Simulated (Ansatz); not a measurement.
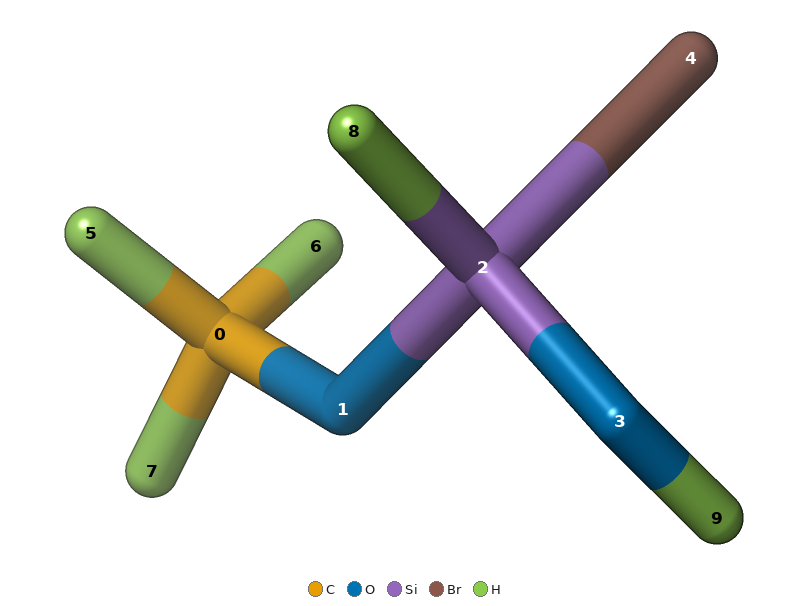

The picture shows the input geometry. Atoms are numbered from 0, in the order of the input.

The calculation was set up as follows.

```yaml
crystal:
  periodic: [false, false, false]
  atoms:
    - {symbol: C, position_ang: [-0.635006, -1.504511, 0.239130]}
    - {symbol: O, position_ang: [-0.504965, -0.280615, -0.452488]}
    - {symbol: Si, position_ang: [0.655158, 0.833650, -0.241784]}
    - {symbol: O, position_ang: [0.298731, 2.153116, -1.113378]}
    - {symbol: Br, position_ang: [0.767986, 1.312342, 1.932884]}
    - {symbol: H, position_ang: [0.215603, -2.164121, 0.040046]}
    - {symbol: H, position_ang: [-0.711298, -1.340080, 1.317884]}
    - {symbol: H, position_ang: [-1.545054, -1.992143, -0.111525]}
    - {symbol: H, position_ang: [1.987838, 0.376543, -0.669215]}
    - {symbol: H, position_ang: [-0.528983, 2.605818, -0.941544]}
basis:
  gaussian: {orbitals: def2-TZVPP}
correlation: {method: ccsd_t}
```

It was started with:

```sh
ansatz run in.yaml --threads 2 --pin off --events-out ev --progress --plain --max-ram 32768MiB --backend cuda --devices 0, --max-vram 18GiB
```

What the program printed:

```
Functional definition: HF
  name "HF"
  cite "Fock, Z. Phys. 61, 126 (1930) doi:10.1007/BF01340294"
  parent pbe
  exchange = exact_x
  correlation = 0
1550 factors; integrals over basis functions are off by at most 1.2e-3 eV
mean field evaluation 1: about -83047.6248 eV, gradient 4.5e1 eV
mean field evaluation 2: about -83047.9316 eV, gradient 4.6e1 eV
mean field evaluation 4: about -83051.8563 eV, gradient 3.6e0 eV
mean field evaluation 8: about -83051.9140 eV, gradient 2.8e-1 eV
mean field evaluation 16: about -83047.6265 eV, gradient 4.5e1 eV
mean field -83051.91428221 eV, -3052.1015552619 hartree, gradient 4.5e-6 eV, S^2 0.000000; 0 other end points of the search recorded, 0 dependent functions left out
17 core orbitals not correlated: weight in the atoms' cores, before any rotation towards them, 1.000 or more for the frozen orbitals, at most 0.000 for the correlated occupied ones
reference -83051.91428221 eV, -3052.1015552619 hartree; 21, 21 occupied and 215, 215 virtual orbitals, 1550 factors
second order -28.36623842 eV of doubles, -0.00000000 eV of singles
cycle   1  -28.41003260 eV  change   -4.4e-2 eV  update   1.1e-1
cycle   2  -29.03760941 eV  change   -6.3e-1 eV  update   2.9e-2
cycle   3  -29.16490165 eV  change   -1.3e-1 eV  update   1.4e-2
cycle   4  -29.14795669 eV  change    1.7e-2 eV  update   3.1e-3
cycle   5  -29.14739874 eV  change    5.6e-4 eV  update   1.4e-3
cycle   6  -29.14826497 eV  change   -8.7e-4 eV  update   4.1e-4
cycle   7  -29.14796394 eV  change    3.0e-4 eV  update   1.5e-4
cycle   8  -29.14791149 eV  change    5.2e-5 eV  update   4.0e-5
perturbative correction -1.04047112 eV, -0.0382366085 hartree
Total energy: -83082.10266483 eV, -3053.2109578605 hartree
```
